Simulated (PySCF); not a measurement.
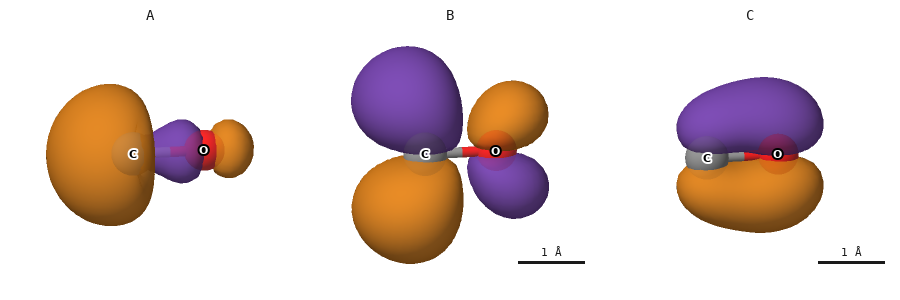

Figure 1: CO. Three frontier orbitals, each drawn at the value that holds 80 % of its norm (orange and purple are the two phases), in no order; of a degenerate pair one member is drawn.

Method: PBE0/def2-TZVP, non-relativistic Hamiltonian with scalar-relativistic core potentials where named, at a bond length of 1.125 Å (PySCF).

Label each orbital by symmetry, say whether it is occupied, and order them by energy.

Answer. Orbital C: π, occupied, −13.51 eV; bonding, with no node between the atoms.
Orbital A: σ, occupied, −10.72 eV; mainly on C (85 %).
Orbital B: π, empty, −0.64 eV; mainly on C (70 %).
